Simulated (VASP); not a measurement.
# Al2O3 (Corundum): cell size against the level of theory, part 2 of 4

How close do the usual functionals, with and without dispersion, come to the cell of Al2O3 (Corundum)? LASPH is on for some levels and off for others; the table marks which. The start is a cell from a database of measured crystal structures.

VASP 6.6.1, plane waves and PAW; the level of theory is named at each step.

So far. Step 2 (Relaxation with LDA): It ends with a largest force of 0.009 eV/Å and a pressure of 0.07 GPa. The volume lies -1.5 % from that of the database's start, which holds the thermal and zero-point expansion of its experiment. The conventional cell has a = 4.739 and c = 12.913 Å.

## (3) Relaxation with PBE

This step: PBE; plane waves and PAW (Al, O) (VASP 6.6.1).

PBE, the usual starting point, adds the gradient of the density.

The input, INCAR:

```
SYSTEM = Al2O3
PREC = Accurate
ENCUT = 560
EDIFF = 1E-06
NELM = 100
ISMEAR = -1
SIGMA = 0.05
LREAL = .FALSE.
ALGO = Normal
GGA = PE
NBANDS = 34
LORBIT = 11
LWAVE = .FALSE.
LCHARG = .FALSE.
KPAR = 8
IBRION = 2
NSW = 60
ISIF = 3
EDIFFG = -0.01
```

The input, POSCAR:

```
Al2O3
1.0
    2.3802500000      1.3742379782      4.3318666667
   -2.3802500000      1.3742379782      4.3318666667
    0.0000000000     -2.7484759565      4.3318666667
Al O
4 6
Direct
    0.3521600000      0.3521600000      0.3521600000
    0.1478400000      0.1478400000      0.1478400000
    0.6478400000      0.6478400000      0.6478400000
    0.8521600000      0.8521600000      0.8521600000
    0.5566800000      0.9433200000      0.2500000000
    0.2500000000      0.5566800000      0.9433200000
    0.9433200000      0.2500000000      0.5566800000
    0.4433200000      0.0566800000      0.7500000000
    0.7500000000      0.4433200000      0.0566800000
    0.0566800000      0.7500000000      0.4433200000
```

The input, KPOINTS:

```
Automatic mesh
0
Gamma
5 5 5
0 0 0
```

Potentials, in the order of the species: Al and O (PBE family, release 64).

On the command line:

```sh
$ mpirun -np 8 vasp_std
```

Log:

```text
[banner, memory and clock lines left out]
running    8 mpi-ranks, on    1 nodes
 distrk:  each k-point on    1 cores,    8 groups
 distr:  one band on    1 cores,    1 groups

 POSCAR found type information on POSCAR AlO
 POSCAR found :  2 types and      10 ions
 [... a notice as in an earlier step ...]

 LDA part: xc-table for (Slater+PW92), standard interpolation
 POSCAR, INCAR and KPOINTS ok, starting setup
 FFT: planning ... GRIDC
 FFT: planning ... GRID_SOFT
 FFT: planning ... GRID
 WAVECAR not read
 entering main loop
       N       E                     dE             d eps       ncg     rms          rms(c)
DAV:   1     0.245688876824E+03    0.24569E+03   -0.26627E+04  1292   0.143E+03
DAV:   2    -0.690782630528E+02   -0.31477E+03   -0.30368E+03  1656   0.304E+02
DAV:   3    -0.827071240344E+02   -0.13629E+02   -0.13581E+02  1668   0.645E+01
DAV:   4    -0.828156471032E+02   -0.10852E+00   -0.10847E+00  1584   0.664E+00
DAV:   5    -0.828169786660E+02   -0.13316E-02   -0.13313E-02  1646   0.731E-01    0.176E+01
DAV:   6    -0.746926563780E+02    0.81243E+01   -0.29675E+01  1566   0.293E+01    0.599E+00
DAV:   7    -0.747355835245E+02   -0.42927E-01   -0.89420E-01  1574   0.470E+00    0.329E+00
DAV:   8    -0.747544378620E+02   -0.18854E-01   -0.86547E-02  1556   0.229E+00    0.693E-01
DAV:   9    -0.747583214842E+02   -0.38836E-02   -0.22560E-02  1654   0.828E-01    0.315E-01
DAV:  10    -0.747589420321E+02   -0.62055E-03   -0.76043E-04  1446   0.169E-01    0.702E-02
DAV:  11    -0.747589055232E+02    0.36509E-04   -0.35554E-04  1630   0.108E-01    0.223E-02
DAV:  12    -0.747589080988E+02   -0.25756E-05   -0.19968E-05  1528   0.272E-02    0.548E-03
DAV:  13    -0.747589076401E+02    0.45867E-06   -0.31636E-06  1560   0.995E-03
   1 F= -.74758908E+02 E0= -.74758908E+02  d E =-.747589E+02
 curvature:   0.00 expect dE= 0.000E+00 dE for cont linesearch  0.000E+00
 trial: gam= 0.00000 g(F)=  0.333E-03 g(S)=  0.203E+00 ort = 0.000E+00 (trialstep = 0.100E+01)
 search vector abs. value=  0.203E+00
 bond charge predicted
       N       E                     dE             d eps       ncg     rms          rms(c)
DAV:   1    -0.755478112049E+02   -0.78890E+00   -0.15604E+01  1520   0.260E+01    0.668E+00
DAV:   2    -0.747855635657E+02    0.76225E+00   -0.30640E+00  1494   0.987E+00    0.906E-01
DAV:   3    -0.747787460567E+02    0.68175E-02   -0.57901E-02  1474   0.138E+00    0.426E-01
DAV:   4    -0.747742251997E+02    0.45209E-02   -0.48850E-03  1574   0.458E-01    0.141E-01
DAV:   5    -0.747739992986E+02    0.22590E-03   -0.75863E-04  1596   0.151E-01    0.248E-02
DAV:   6    -0.747739929882E+02    0.63104E-05   -0.13786E-05  1548   0.234E-02    0.647E-03
DAV:   7    -0.747739908397E+02    0.21485E-05   -0.12486E-06  1150   0.645E-03    0.117E-03
DAV:   8    -0.747739903699E+02    0.46973E-06   -0.13669E-07   794   0.241E-03
   2 F= -.74773990E+02 E0= -.74773990E+02  d E =-.150827E-01
[...]
3 F= -.74812360E+02 E0= -.74812360E+02  d E =-.534528E-01
[...]
4 F= -.74812346E+02 E0= -.74812346E+02  d E =-.534379E-01
 curvature:  -0.27 expect dE=-0.151E-03 dE for cont linesearch -0.171E-04
 ZBRENT: accuracy reached
 trial: gam=-0.01499 g(F)=  0.440E-03 g(S)=  0.124E-03 ort = 0.361E-02 (trialstep = 0.905E+00)
 search vector abs. value=  0.502E-03
 bond charge predicted
       N       E                     dE             d eps       ncg     rms          rms(c)
DAV:   1    -0.748125053051E+02   -0.15880E-03   -0.88189E-02  1300   0.184E+00    0.609E-02
DAV:   2    -0.748126127370E+02   -0.10743E-03   -0.17007E-03  1664   0.237E-01    0.364E-02
DAV:   3    -0.748125861170E+02    0.26620E-04   -0.24954E-05  1598   0.391E-02    0.174E-02
DAV:   4    -0.748125813157E+02    0.48014E-05   -0.21653E-05  1598   0.308E-02    0.300E-03
DAV:   5    -0.748125814499E+02   -0.13419E-06   -0.30902E-06  1234   0.105E-02
   5 F= -.74812581E+02 E0= -.74812581E+02  d E =-.235912E-03
 trial-energy change:   -0.000236  1 .order   -0.000238   -0.000462   -0.000015
 step:   0.9352(harm=  0.9352)  dis= 0.00169  next Energy=   -74.812584 (dE=-0.239E-03)
 reached required accuracy - stopping structural energy minimisation
```

Run time: 25 s. Hardware: 8 MPI ranks of AMD EPYC 9R45, shared host; peak memory 2.1 GiB; 2.6 min of CPU time.

OUTCAR, selected parts (step 3):

```text
 Found     19 irreducible k-points:

   NELECT =      48.0000    total number of electrons

 E-fermi :   6.9640

 k-point     1 :       0.0000    0.0000    0.0000
  band No.  band energies     occupation
    ...
     20       5.3588      2.00000
     21       5.3588      2.00000
     22       5.7849      2.00000
     23       5.7849      2.00000
     24       5.8165      2.00000
     25      11.6822      0.00000
     26      14.7313      0.00000
     27      16.1994      0.00000
     28      17.0951      0.00000
     29      17.0951      0.00000
    ...

 k-point     2 :       0.2000   -0.0000    0.0000
  band No.  band energies     occupation
    ...
     20       4.7676      2.00000
     21       5.1372      2.00000
     22       5.4500      2.00000
     23       5.7265      2.00000
     24       5.7549      2.00000
     25      12.5551      0.00000
     26      15.4152      0.00000
     27      15.7048      0.00000
     28      16.6205      0.00000
     29      16.6733      0.00000
    ...

  Total        0.0768630      0.0768630      0.0328610      0.0000000     -0.0000000     -0.0000000
  in kB        1.4079111      1.4079111      0.6019190      0.0000000     -0.0000000     -0.0000000
  external PRESSURE =       1.1392470 kB  Pullay stress =       0.0000000 kB

  energy-cutoff  :      560.00
  volume of cell :       87.47
      direct lattice vectors                 reciprocal lattice vectors
     2.403063728  1.387409490  4.372519191     0.208067724  0.120127956  0.076233704
    -2.403063728  1.387409490  4.372519191    -0.208067724  0.120127956  0.076233704
    -0.000000000 -2.774818980  4.372519191     0.000000000 -0.240255913  0.076233704

 POSITION                                       TOTAL-FORCE (eV/Angst)
 -----------------------------------------------------------------------------------
     -0.00000     -0.00000      4.61935        -0.000000     -0.000000      0.003759
     -0.00000     -0.00000      1.93943        -0.000000      0.000000     -0.003759
     -0.00000     -0.00000      8.49821        -0.000000      0.000000     -0.003759
     -0.00000     -0.00000     11.17813        -0.000000     -0.000000      0.003759
     -0.93147      1.38741      7.65191        -0.001895      0.000000     -0.000000
     -0.73580     -1.50038      7.65191         0.000947     -0.001641      0.000000
      1.66727      0.11297      7.65191         0.000947      0.001641     -0.000000
      0.93147     -1.38741      5.46565         0.001895      0.000000     -0.000000
      0.73580      1.50038      5.46565        -0.000947      0.001641     -0.000000
     -1.66727     -0.11297      5.46565        -0.000947     -0.001641      0.000000
 -----------------------------------------------------------------------------------
    total drift:                                0.000000     -0.000000      0.000000

  FREE ENERGIE OF THE ION-ELECTRON SYSTEM (eV)
  ---------------------------------------------------
  free  energy   TOTEN  =       -74.8125814499 eV

  energy  without entropy=      -74.8125814498  energy(sigma->0) =      -74.81258145

 total charge
# of ion       s       p       d       tot
------------------------------------------
    1        0.307   0.387   0.000   0.694
    2        0.307   0.387   0.000   0.694
    3        0.307   0.387   0.000   0.694
    4        0.307   0.387   0.000   0.694
    5        1.545   3.627   0.000   5.171
    6        1.545   3.627   0.000   5.171
    7        1.545   3.627   0.000   5.171
    8        1.545   3.627   0.000   5.171
    9        1.545   3.627   0.000   5.171
   10        1.545   3.627   0.000   5.171
--------------------------------------------------
tot         10.496  23.306   0.000  33.802

[... 9 parts as in an earlier step ...]

[... 5 further parts left out ...]
```

Relaxation path:

```
step  energy less that of the first step (eV)  largest force (eV/Å)  pressure (GPa)  volume (Å³)
   1                                   0.0000                0.0273            7.05        85.02
   2                                  -0.0151                0.0492           -5.45        89.70
   3                                  -0.0535                0.0382           -0.02        87.51
   4                                  -0.0534                0.0379            0.12        87.46
   5                                  -0.0537                0.0038            0.11        87.47
```

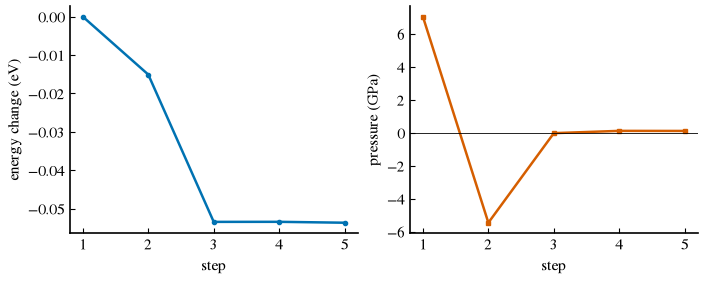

Energy and pressure along the relaxation.

```csv
"conventional cell, symmetrised",before,after,change
a (Å),4.760,4.806,+1.0 %
b (Å),4.760,4.806,+1.0 %
c (Å),12.996,13.118,+0.9 %
volume (Å³/atom),8.50,8.75,+2.9 %
```

The relaxed structure:

```cif
data_structure
_symmetry_space_group_name_H-M 'P 1'
_symmetry_Int_Tables_number 1
_cell_length_a 5.1787
_cell_length_b 5.1787
_cell_length_c 5.1787
_cell_angle_alpha 55.295
_cell_angle_beta 55.295
_cell_angle_gamma 55.295
_cell_volume 87.47
loop_
_atom_site_label
_atom_site_type_symbol
_atom_site_fract_x
_atom_site_fract_y
_atom_site_fract_z
_atom_site_occupancy
Al1 Al 0.35215 0.35215 0.35215 1
Al2 Al 0.14785 0.14785 0.14785 1
Al3 Al 0.64785 0.64785 0.64785 1
Al4 Al 0.85215 0.85215 0.85215 1
O5 O 0.55619 0.94381 0.25000 1
O6 O 0.25000 0.55619 0.94381 1
O7 O 0.94381 0.25000 0.55619 1
O8 O 0.44381 0.05619 0.75000 1
O9 O 0.75000 0.44381 0.05619 1
O10 O 0.05619 0.75000 0.44381 1
```

Numbers from this step:

- free energy (TOTEN): -74.8126 eV
- Fermi energy: 6.964 eV
- pressure: 0.1139 GPa
- SCF cycles over all ionic steps: 36
- gap on the k-mesh: 5.866 eV
- least direct gap on the k-mesh: 5.866 eV

It ends at 8.747 Å³/atom, +2.9 % from the start, with 0.11 GPa left. The conventional cell has a = 4.806 and c = 13.118 Å.

## (4) Relaxation with r2SCAN

This step: r2SCAN; plane waves and PAW (Al, O) (VASP 6.6.1).

r2SCAN adds the kinetic-energy density, costs more than a GGA and is run with LASPH.

INCAR, as its differences from that of step 3:

```diff
@@ -9,3 +9,4 @@
 ALGO = Normal
-GGA = PE
+METAGGA = R2SCAN
+LASPH = .TRUE.
 NBANDS = 34
```

POSCAR is that of step 3.

KPOINTS is that of step 3.

On the command line:

```sh
$ mpirun -np 8 vasp_std
```

Log:

```text
[banner, memory and clock lines left out]
running    8 mpi-ranks, on    1 nodes
[...]
[... a notice as in an earlier step ...]

 [... a notice as in an earlier step ...]

 LDA part: xc-table for (None), standard interpolation
 POSCAR, INCAR and KPOINTS ok, starting setup
[...]
entering main loop
       N       E                     dE             d eps       ncg     rms          rms(c)
DAV:   1     0.222140467547E+03    0.22214E+03   -0.27427E+04  1292   0.148E+03
DAV:   2    -0.103548890961E+03   -0.32569E+03   -0.31401E+03  1654   0.315E+02
DAV:   3    -0.117661172442E+03   -0.14112E+02   -0.14061E+02  1668   0.665E+01
DAV:   4    -0.117773189601E+03   -0.11202E+00   -0.11196E+00  1576   0.682E+00
[...]
DAV:  12    -0.962784105621E+02    0.13718E-04   -0.14063E-05  1566   0.206E-02    0.951E-03
DAV:  13    -0.962784084055E+02    0.21566E-05   -0.17106E-06  1084   0.831E-03    0.332E-03
DAV:  14    -0.962784091840E+02   -0.77854E-06   -0.10079E-06   798   0.557E-03
   1 F= -.96278409E+02 E0= -.96278409E+02  d E =-.962784E+02
[... from here on, the cycles between the ionic steps are left out ...]
   2 F= -.96279579E+02 E0= -.96279579E+02  d E =-.116948E-02
   3 F= -.96280134E+02 E0= -.96280134E+02  d E =-.172511E-02
   4 F= -.96280132E+02 E0= -.96280132E+02  d E =-.172319E-02
   5 F= -.96280238E+02 E0= -.96280238E+02  d E =-.105412E-03
 trial-energy change:   -0.000105  1 .order   -0.000136   -0.000335    0.000063
 step:   0.6988(harm=  0.7776)  dis= 0.00130  next Energy=   -96.280246 (dE=-0.113E-03)
 reached required accuracy - stopping structural energy minimisation
```

The job ended after 1.8 min (8 MPI ranks; peak memory 2.2 GiB; 12 min of CPU time).

OUTCAR, selected parts (step 4):

```text
  Total       -0.0524457     -0.0524457      0.0256033      0.0000000     -0.0000000      0.0000000
  in kB       -0.9913929     -0.9913929      0.4839845      0.0000000     -0.0000000      0.0000000
  external PRESSURE =      -0.4996004 kB  Pullay stress =       0.0000000 kB

 POSITION                                       TOTAL-FORCE (eV/Angst)
 -----------------------------------------------------------------------------------
     -0.00000     -0.00000      4.56712         0.000000     -0.000000      0.001650
     -0.00000     -0.00000      1.92312         0.000000      0.000000     -0.001650
     -0.00000     -0.00000      8.41337         0.000000      0.000000     -0.001650
     -0.00000     -0.00000     11.05737         0.000000     -0.000000      0.001650
     -0.92171      1.37292      7.57195         0.008749      0.000000      0.000000
     -0.72813     -1.48469      7.57195        -0.004375      0.007577      0.000000
      1.64984      0.11177      7.57195        -0.004375     -0.007577     -0.000000
      0.92171     -1.37292      5.40854        -0.008749      0.000000     -0.000000
      0.72813      1.48469      5.40854         0.004375     -0.007577     -0.000000
     -1.64984     -0.11177      5.40854         0.004375      0.007577      0.000000
 -----------------------------------------------------------------------------------
    total drift:                               -0.000000     -0.000000      0.000000

  FREE ENERGIE OF THE ION-ELECTRON SYSTEM (eV)
  ---------------------------------------------------
  free  energy   TOTEN  =       -96.2802377883 eV

  energy  without entropy=      -96.2802377882  energy(sigma->0) =      -96.28023779

[... 2 parts as in an earlier step ...]

[... 2 further parts left out ...]
[key lines of the parts left out:]
E-fermi :   6.8748
```

The PAW data sets were made with PBE, which is usual practice but a small mismatch for other functionals.

The steps of the relaxation:

```csv
step,energy less that of the first step (eV),largest force (eV/Å),pressure (GPa),volume (Å³)
1,0.0000,0.0801,-0.84,85.02
2,-0.0012,0.0265,0.85,84.47
3,-0.0017,0.0297,0.24,84.66
4,-0.0017,0.0323,0.19,84.68
5,-0.0018,0.0087,-0.05,84.76
```

| conventional cell, symmetrised | before | after | change |
| --- | --- | --- | --- |
| a (Å) | 4.760 | 4.756 | -0.1 % |
| b (Å) | 4.760 | 4.756 | -0.1 % |
| c (Å) | 12.996 | 12.980 | -0.1 % |
| volume (Å³/atom) | 8.50 | 8.48 | -0.3 % |

The relaxed structure:

```cif
data_structure
_symmetry_space_group_name_H-M 'P 1'
_symmetry_Int_Tables_number 1
_cell_length_a 5.1246
_cell_length_b 5.1246
_cell_length_c 5.1246
_cell_angle_alpha 55.296
_cell_angle_beta 55.296
_cell_angle_gamma 55.296
_cell_volume 84.76
loop_
_atom_site_label
_atom_site_type_symbol
_atom_site_fract_x
_atom_site_fract_y
_atom_site_fract_z
_atom_site_occupancy
Al1 Al 0.35185 0.35185 0.35185 1
Al2 Al 0.14815 0.14815 0.14815 1
Al3 Al 0.64815 0.64815 0.64815 1
Al4 Al 0.85185 0.85185 0.85185 1
O5 O 0.55620 0.94380 0.25000 1
O6 O 0.25000 0.55620 0.94380 1
O7 O 0.94380 0.25000 0.55620 1
O8 O 0.44380 0.05620 0.75000 1
O9 O 0.75000 0.44380 0.05620 1
O10 O 0.05620 0.75000 0.44380 1
```

It ends at 8.476 Å³/atom, -0.3 % from the start, with -0.05 GPa left. The conventional cell has a = 4.756 and c = 12.980 Å.

## (5) Relaxation with PBE + D3(BJ)

This step: PBE with D3(BJ); plane waves and PAW (Al, O) (VASP 6.6.1).

A dispersion term adds the long-range attraction that semilocal functionals lack. D3 with Becke-Johnson damping keeps a finite attraction at short range.

INCAR, as its differences from that of step 4:

```diff
@@ -9,4 +9,4 @@
 ALGO = Normal
-METAGGA = R2SCAN
-LASPH = .TRUE.
+GGA = PE
+IVDW = 12
 NBANDS = 34
```

POSCAR is that of step 4.

KPOINTS is that of step 4.

On the command line:

```sh
$ mpirun -np 8 vasp_std
```

Log:

```text
[... set-up lines as in an earlier step ...]
 entering main loop
       N       E                     dE             d eps       ncg     rms          rms(c)
[... 13 cycles as in an earlier step ...]
   1 F= -.77126318E+02 E0= -.77126318E+02  d E =-.771263E+02
[...]
2 F= -.77128004E+02 E0= -.77128004E+02  d E =-.168543E-02
[...]
3 F= -.77133111E+02 E0= -.77133111E+02  d E =-.679290E-02
[...]
4 F= -.77133109E+02 E0= -.77133109E+02  d E =-.679058E-02
[...]
5 F= -.77133153E+02 E0= -.77133153E+02  d E =-.442353E-04
 trial-energy change:   -0.000044  1 .order   -0.000045   -0.000090    0.000001
 step:   0.8976(harm=  0.8976)  dis= 0.00081  next Energy=   -77.133154 (dE=-0.447E-04)
 reached required accuracy - stopping structural energy minimisation
```

It took 27 s on 8 MPI ranks; peak memory 2.2 GiB.

Parts of OUTCAR (step 5):

```text
 Edisp (eV)   -2.34243

 Edisp (eV)   -2.34245

  Total      -0.02153    -0.02153    -0.03003     0.00000     0.00000     0.00000
  in kB      -0.40165    -0.40165    -0.56015     0.00000     0.00000     0.00000
  external pressure =       -0.45 kB  Pullay stress =        0.00 kB

 POSITION                                       TOTAL-FORCE (eV/Angst)
 -----------------------------------------------------------------------------------
      0.00000     -0.00000      4.58888         0.000000     -0.000000      0.004287
      0.00000     -0.00000      1.92743         0.000000      0.000000     -0.004287
      0.00000     -0.00000      8.44374         0.000000      0.000000     -0.004287
      0.00000     -0.00000     11.10518         0.000000     -0.000000      0.004287
     -0.92515      1.37939      7.60236         0.000453     -0.000000     -0.000000
     -0.73201     -1.49090      7.60236        -0.000226      0.000392     -0.000000
      1.65717      0.11151      7.60236        -0.000226     -0.000392      0.000000
      0.92515     -1.37939      5.43026        -0.000453     -0.000000     -0.000000
      0.73201      1.49090      5.43026         0.000226     -0.000392      0.000000
     -1.65717     -0.11151      5.43026         0.000226      0.000392     -0.000000
 -----------------------------------------------------------------------------------
    total drift:                               -0.000000      0.000000     -0.000000

  FREE ENERGIE OF THE ION-ELECTRON SYSTEM (eV)
  ---------------------------------------------------
  free  energy   TOTEN  =       -77.1331532052 eV

  energy  without entropy=      -77.1331532051  energy(sigma->0) =      -77.13315321

[... 2 parts as in an earlier step ...]

[... 2 further parts left out ...]
[key lines of the parts left out:]
E-fermi :   7.1077
```

Step by step:

| step | energy less that of the first step (eV) | largest force (eV/Å) | pressure (GPa) | volume (Å³) |
| --- | --- | --- | --- | --- |
| 1 | 0.0000 | 0.0264 | 2.48 | 85.02 |
| 2 | -0.0017 | 0.0215 | -2.10 | 86.65 |
| 3 | -0.0068 | 0.0181 | -0.01 | 85.89 |
| 4 | -0.0068 | 0.0181 | -0.06 | 85.90 |
| 5 | -0.0068 | 0.0043 | -0.05 | 85.90 |

```csv
"conventional cell, symmetrised",before,after,change
a (Å),4.760,4.778,+0.4 %
b (Å),4.760,4.778,+0.4 %
c (Å),12.996,13.033,+0.3 %
volume (Å³/atom),8.50,8.59,+1.0 %
```

The relaxed structure:

```cif
data_structure
_symmetry_space_group_name_H-M 'P 1'
_symmetry_Int_Tables_number 1
_cell_length_a 5.1462
_cell_length_b 5.1462
_cell_length_c 5.1462
_cell_angle_alpha 55.325
_cell_angle_beta 55.325
_cell_angle_gamma 55.325
_cell_volume 85.90
loop_
_atom_site_label
_atom_site_type_symbol
_atom_site_fract_x
_atom_site_fract_y
_atom_site_fract_z
_atom_site_occupancy
Al1 Al 0.35211 0.35211 0.35211 1
Al2 Al 0.14789 0.14789 0.14789 1
Al3 Al 0.64789 0.64789 0.64789 1
Al4 Al 0.85211 0.85211 0.85211 1
O5 O 0.55639 0.94361 0.25000 1
O6 O 0.25000 0.55639 0.94361 1
O7 O 0.94361 0.25000 0.55639 1
O8 O 0.44361 0.05639 0.75000 1
O9 O 0.75000 0.44361 0.05639 1
O10 O 0.05639 0.75000 0.44361 1
```

It ends at 8.590 Å³/atom, +1.0 % from the start, with -0.05 GPa left. The conventional cell has a = 4.778 and c = 13.033 Å. Against plain PBE, the dispersion term moves a by -0.6 % and c by -0.6 %.

(Part 2 of 4 ends here.)

[Lines on the potential files, build, host, timing and source positions are cut from VASP's logs without a mark.]

[Logs are printed without paths, hosts, clocks, repeated set-up lines and the standing remarks that a program may print on its own settings, such as how far it seeks lower states.]

[Hosts, paths, dates, database ids (printed as entryN), source tags and the programs' standing remarks are cut or masked in the printed files.]

[A measured line is paired with the nearest computed mode of its activity, which favours agreement.]
